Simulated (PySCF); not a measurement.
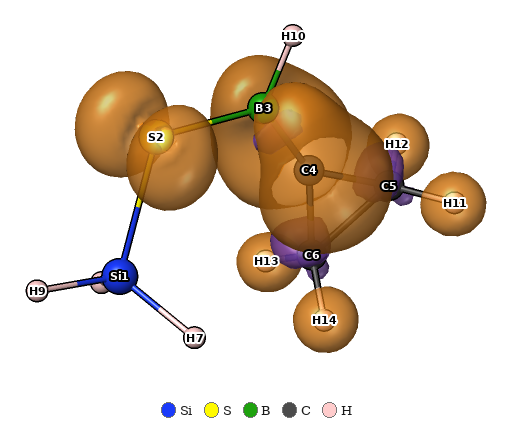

*C3H8BSSi (SMILES [SiH3]SB[C]1CC1) (doublet). Isosurfaces of the spin density at +0.015 (orange) and −0.015 e/Å³ (purple), seen at a tilt.*

Geometry: GFN2-xTB.

Method: PySCF, UKS B3LYP, pcH-1 on B C H S Si, non-relativistic, mean-field spin-orbit, GIAO.

```yaml
atoms:
  - { symbol: Si, position_ang: [2.4094, -0.3908, -0.0099] }
  - { symbol: S, position_ang: [1.6202, 0.6847, 1.6809] }
  - { symbol: B, position_ang: [-0.1563, 0.9221, 1.4363] }
  - { symbol: C, position_ang: [-0.8912, 0.3430, 0.3022] }
  - { symbol: C, position_ang: [-2.1808, 0.2225, -0.3857] }
  - { symbol: C, position_ang: [-0.9645, -0.5177, -0.8841] }
  - { symbol: H, position_ang: [2.1287, 0.3649, -1.2251] }
  - { symbol: H, position_ang: [1.8206, -1.7232, -0.0618] }
  - { symbol: H, position_ang: [3.8317, -0.4287, 0.2911] }
  - { symbol: H, position_ang: [-0.6769, 1.5745, 2.2578] }
  - { symbol: H, position_ang: [-2.5456, 1.0674, -0.9563] }
  - { symbol: H, position_ang: [-2.9763, -0.3369, 0.0903] }
  - { symbol: H, position_ang: [-0.9223, -1.5924, -0.7528] }
  - { symbol: H, position_ang: [-0.4974, -0.1898, -1.8049] }
```

### Describe the spin distribution.

The unpaired spin (1 electron) lies mostly on C4 (about 0.5), B3 (about 0.1) and S2 (about 0.1), in electrons by Hirshfeld's partition.
